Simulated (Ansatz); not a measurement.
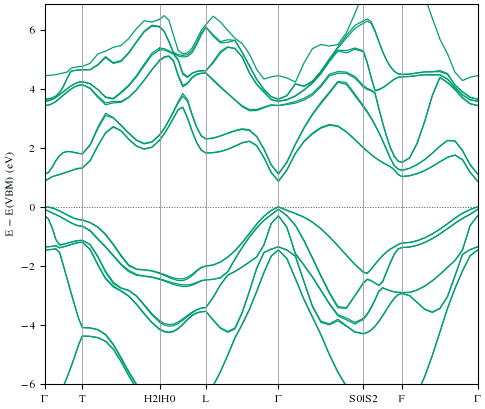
Band structure from PBEsol with spin–orbit coupling (plane waves, PAW; program Ansatz)

Problem. Read off the gap and where the band edges lie.

Solution. About 0.9 eV (0.86 eV by a search for the band edges); maximum at Γ, minimum at Γ.

The material is Ga$_{2}$AsP in space group R3m (No. 160; Ga on 3a, Ga on 3a, P on 3a, As on 3a).

The workflow started from a Materials Project entry (that database holds measured and hypothetical structures alike); the Crystallography Open Database copy checked does not list it. With P and As taken as one species the cell has the higher symmetry F-43m, so it may be an ordered model of a mixed-site phase. Whether it is the stable phase at ambient conditions was not checked. Symmetry was held in the PBEsol relaxation; its stability against distortions is not shown here.

Potentials: the later of the program's two PAW sets.
